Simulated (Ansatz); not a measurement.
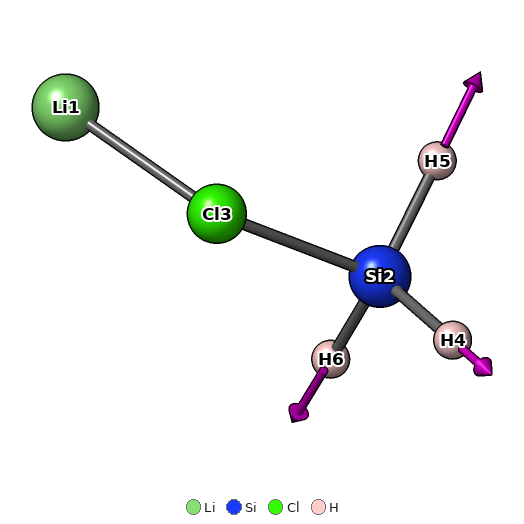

The arrows show one normal mode. Charge +1, singlet. Harmonic vibrations computed with RKS PBE0-D4/def2-TZVP (Ansatz 0.2.0) at a stationary point of the same level. It is a saddle point of order 1.

Describe the motion.

Mostly in-phase stretching of 3 Si–H bonds.

Estimate its harmonic wavenumber.

2280 cm⁻¹; it is mode 10 of 12 counted from the lowest.
